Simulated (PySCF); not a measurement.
**Excited-state calculation of C5H14Ge**

- system: C5H14Ge (GeH2Me(tBu)), SMILES [H][Ge]([H])([CH3])[C](C)(C)C
- method: TDDFT B3LYP/def2-SVPD, vertical, gas phase, core orbitals frozen in the response (PySCF 2.14.0)

The geometry comes from this level: PBE0-D3(BJ)/def2-SVP. It belongs to a series of runs on one base structure; here: one ligand: Cl to tBu.

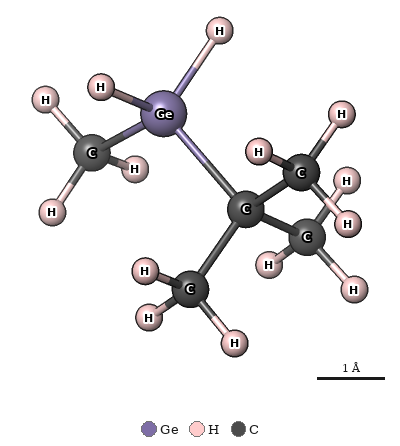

The structure (ball-and-stick view, seen at a tilt). Sticks mark near contacts. Bond lengths as drawn: C–C 1.53 Å, C–Ge 1.96 to 1.99 Å, C–H 1.10 to 1.11 Å and Ge–H 1.55 Å.

Input file
```
{"job": {"kind": "uv", "xc": "B3LYP", "basis": "def2-SVPD", "ip": false, "nstates": 15}, "charge": 0, "multiplicity": 1}
Ge     0.892046     0.985549     0.629640
H      0.911391     0.963356     2.176861
H      2.354944     0.961580     0.126086
C      0.008288     2.616045     0.008194
H     -1.037534     2.641289     0.347376
H      0.022621     2.669677    -1.090165
H      0.520567     3.505236     0.403267
C     -0.037171    -0.645319    -0.016641
C      0.739628    -1.867813     0.470819
C     -0.082033    -0.626609    -1.543955
C     -1.455272    -0.667092     0.551247
H      0.250308    -2.798367     0.130268
H      1.771782    -1.878143     0.085248
H      0.792801    -1.907639     1.570838
H      0.927670    -0.591779    -1.984026
H     -0.647166     0.237389    -1.929199
H     -0.576870    -1.537770    -1.926170
H     -2.045252     0.204353     0.224093
H     -1.455225    -0.678626     1.653094
H     -1.993103    -1.571156     0.212464
```

The first line tells a small driver script what to run in PySCF; the rest is the geometry in Å.

Machine: 1 CPU thread, shared host.

Launch command:
```bash
OMP_NUM_THREADS=1 python <driver script> task.json out
```

Output
```
coarse grid: 67928 points
cycle   1  E = -2275.5393131740  dE = -5.066e-01  |g| = 6.482e-01  |ddm| = 9.323e+00
cycle   2  E = -2275.4768397288  dE =  6.247e-02  |g| = 8.314e-01  |ddm| = 3.112e+00
cycle   3  E = -2275.6248667448  dE = -1.480e-01  |g| = 7.155e-02  |ddm| = 1.590e+00
cycle   4  E = -2275.6260183711  dE = -1.152e-03  |g| = 2.999e-02  |ddm| = 1.902e-01
cycle   5  E = -2275.6262236676  dE = -2.053e-04  |g| = 6.751e-03  |ddm| = 5.597e-02
cycle   6  E = -2275.6262366776  dE = -1.301e-05  |g| = 1.681e-03  |ddm| = 2.103e-02
cycle   7  E = -2275.6262373651  dE = -6.875e-07  |g| = 3.822e-04  |ddm| = 3.826e-03
final grid: 144288 points
cycle   8  E = -2275.6262775383  dE = -3.235e-07  |g| = 5.246e-04  |ddm| = 3.272e-02
cycle   9  E = -2275.6262774818  dE =  5.652e-08  |g| = 7.023e-04  |ddm| = 2.814e-03
cycle  10  E = -2275.6262776146  dE = -1.328e-07  |g| = 5.198e-05  |ddm| = 1.200e-03
cycle  11  E = -2275.6262776152  dE = -6.826e-10  |g| = 1.450e-05  |ddm| = 1.480e-04
```

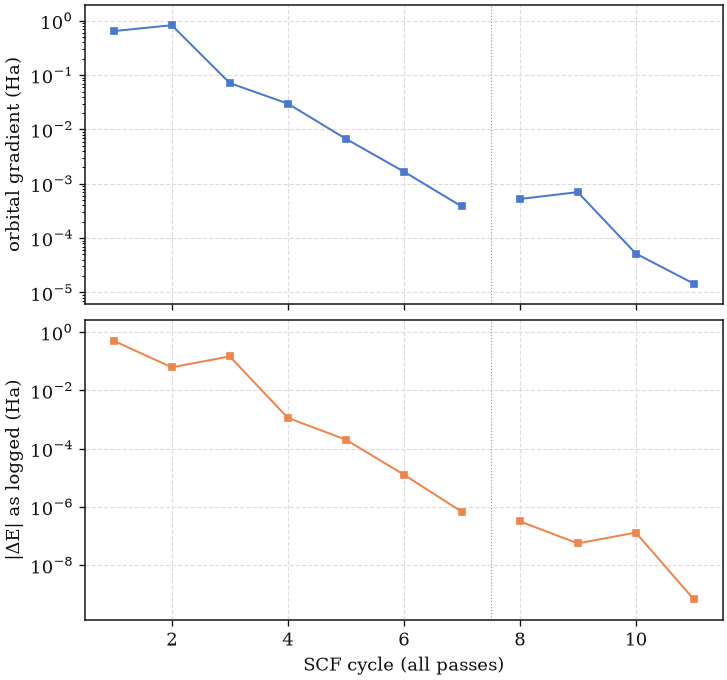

Convergence of the self-consistent field: orbital gradient and size of the energy change against the SCF cycle. The dotted line marks the change from a coarse to the final integration grid. The first 7 cycles use a coarse grid, the final grid takes over at cycle 8, and the field converges after 11 cycles in all.

```
converged SCF energy = -2275.6262776152

Static polarisability (au): isotropic 95.862, principal 88.495 93.228 105.864

Singlet excitations
state   eV       nm        f      main configurations
  1   6.6756    185.7   0.03679   H->L 0.99
  2   7.0745    175.3   0.01380   H->L+1 0.99
  3   7.5983    163.2   0.04706   H->L+2 0.92
  4   7.7595    159.8   0.20583   H->L+3 0.76, H-1->L 0.17
  5   7.7976    159.0   0.00601   H->L+4 0.97
  6   7.8331    158.3   0.00160   H-1->L 0.76, H->L+3 0.14
  7   8.0591    153.8   0.04867   H-2->L 0.93
  8   8.1595    152.0   0.19286   H->L+5 0.89
  9   8.1805    151.6   0.03448   H->L+6 0.88
 10   8.2581    150.1   0.14999   H-1->L+1 0.83
 11   8.3923    147.7   0.03192   H-2->L+1 0.89
 12   8.4515    146.7   0.03673   H->L+7 0.95
 13   8.5423    145.1   0.06431   H-1->L+2 0.78, H-4->L 0.12
 14   8.5686    144.7   0.03790   H-3->L 0.94
 15   8.6017    144.1   0.08670   H-4->L 0.82, H-1->L+2 0.08

Triplet excitations (Tamm-Dancoff, eV): 6.5668 6.8694 7.0572 7.4863
```

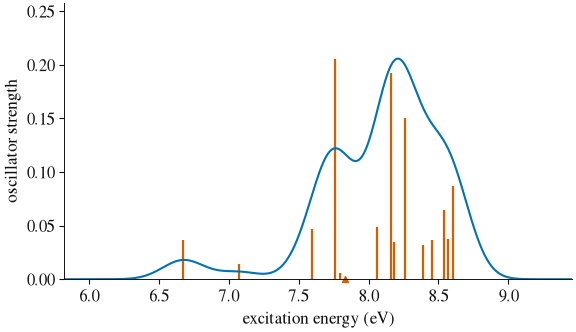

Computed excitations as sticks (degenerate states added up, dark ones marked on the axis), with a Gaussian envelope of 0.35 eV full width at half maximum, scaled to the tallest. Of the 15 states the lowest lies at 6.68 eV (f = 0.037); the strongest line is at 7.76 eV, or 160 nm (f = 0.206).

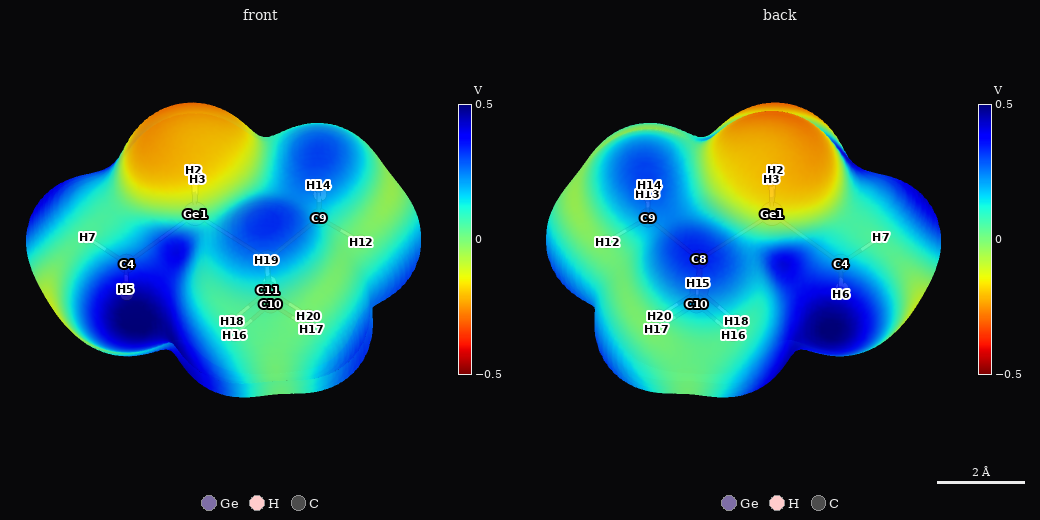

The electrostatic potential painted on the density surface at 0.001 e/bohr³, seen face on and from behind; red is negative and blue positive. Its dipole moment is 0.69 D.

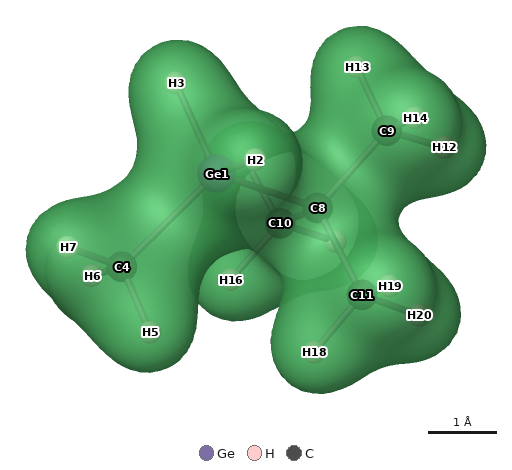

Isosurface of the electron density at 0.2 e/Å³ (green), seen at a tilt. At this value the surface is in one piece. On the grid the lowest density along these lines, outside the cores, is 1.6 e/Å³ (C–C, 1.53 Å), 0.86 e/Å³ (C–Ge, 1.96 Å), 1.8 e/Å³ (C–H, 1.10 Å) and 0.88 e/Å³ (Ge–H, 1.55 Å).

Results in brief

```json
{"quantity": "outcome", "value": "converged"}
{"quantity": "total energy", "value": "−2275.626278 hartree"}
{"quantity": "HOMO", "value": "−7.30 eV"}
{"quantity": "LUMO", "value": "0.20 eV"}
{"quantity": "dipole moment", "value": "0.69 D"}
{"quantity": "mean polarisability", "value": "95.86 a.u."}
{"quantity": "lowest singlet excitation", "value": "6.68 eV"}
{"quantity": "wall time", "value": "3.5 min"}
{"quantity": "peak memory", "value": "1.1 GiB"}
```

Notes

Spin–orbit coupling is left out, which matters for the heavy atoms.
